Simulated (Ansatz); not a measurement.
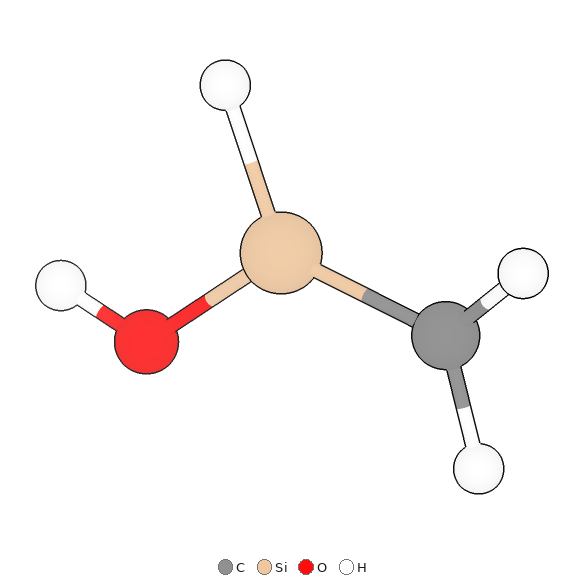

The structure as it stands in the input.

Ansatz 0.2.0 input:

```yaml
crystal:
  periodic: [false, false, false]
  atoms:
    - {symbol: C, position_ang: [-1.178676, 0.292703, -0.495251]}
    - {symbol: Si, position_ang: [0.278348, 0.122440, 0.225044]}
    - {symbol: O, position_ang: [1.332582, -1.121385, 0.060339]}
    - {symbol: H, position_ang: [-1.569688, -0.535340, -1.173711]}
    - {symbol: H, position_ang: [-1.782866, 1.178244, -0.414237]}
    - {symbol: H, position_ang: [0.891663, 1.100021, 1.107529]}
    - {symbol: H, position_ang: [2.099317, -1.083039, 0.475084]}
basis:
  gaussian: {orbitals: def2-TZVPP}
correlation: {method: ccsd_t}
output: {forces: true}
```

Result:

```
Functional definition: HF
  name "HF"
  cite "Fock, Z. Phys. 61, 126 (1930) doi:10.1007/BF01340294"
  parent pbe
  exchange = exact_x
  correlation = 0
941 factors; integrals over basis functions are off by at most 1.0e-3 eV
mean field evaluation 1: about -10990.0920 eV, gradient 4.4e1 eV
mean field evaluation 2: about -10990.0952 eV, gradient 4.4e1 eV
mean field evaluation 4: about -10994.1102 eV, gradient 3.0e0 eV
mean field evaluation 8: about -10994.1552 eV, gradient 1.2e-1 eV
mean field evaluation 16: about -10994.1487 eV, gradient 7.9e-1 eV
mean field -10994.15536503 eV, -404.0277575588 hartree, gradient 4.3e-6 eV, S^2 0.000000; 0 other end points of the search recorded, 0 dependent functions left out
7 core orbitals not correlated: weight in the atoms' cores, before any rotation towards them, 1.000 or more for the frozen orbitals, at most 0.000 for the correlated occupied ones
reference -10994.15536503 eV, -404.0277575588 hartree; 9, 9 occupied and 144, 144 virtual orbitals, 941 factors
second order -14.25804437 eV of doubles, -0.00000000 eV of singles
cycle   1  -14.52348228 eV  change   -2.7e-1 eV  update   8.1e-2
cycle   2  -14.86738381 eV  change   -3.4e-1 eV  update   2.6e-2
cycle   3  -14.94756925 eV  change   -8.0e-2 eV  update   1.3e-2
cycle   4  -14.94044441 eV  change    7.1e-3 eV  update   3.5e-3
cycle   5  -14.93956018 eV  change    8.8e-4 eV  update   1.5e-3
cycle   6  -14.94004980 eV  change   -4.9e-4 eV  update   4.8e-4
cycle   7  -14.93985185 eV  change    2.0e-4 eV  update   1.7e-4
cycle   8  -14.93987408 eV  change   -2.2e-5 eV  update   7.4e-5
cycle   9  -14.93989440 eV  change   -2.0e-5 eV  update   2.3e-5
cycle  10  -14.93988477 eV  change    9.6e-6 eV  update   8.2e-6
cycle  11  -14.93988760 eV  change   -2.8e-6 eV  update   3.5e-6
perturbative correction -0.58552934 eV, -0.0215178064 hartree
the calculation of the forces begins
working
Total energy: -11009.68078197 eV, -404.5983061077 hartree
Atom 0 at    -1.178676     0.292703    -0.495251 Å, force    -2.490669    -1.475342    -2.287528 eV/Å
Atom 1 at     0.278348     0.122440     0.225044 Å, force     2.431641    -0.188035     1.093744 eV/Å
Atom 2 at     1.332582    -1.121385     0.060339 Å, force    -5.623491    -0.418272    -3.052441 eV/Å
Atom 3 at    -1.569688    -0.535340    -1.173711 Å, force     0.409673     1.288884     0.938676 eV/Å
Atom 4 at    -1.782866     1.178244    -0.414237 Å, force    -0.139909     0.127127     0.109137 eV/Å
Atom 5 at     0.891663     1.100021     1.107529 Å, force     0.087748     0.378288     0.276568 eV/Å
Atom 6 at     2.099317    -1.083039     0.475084 Å, force     5.325007     0.287350     2.921844 eV/Å
Dipole moment:     0.379725     0.062110     0.232894 e Å
```
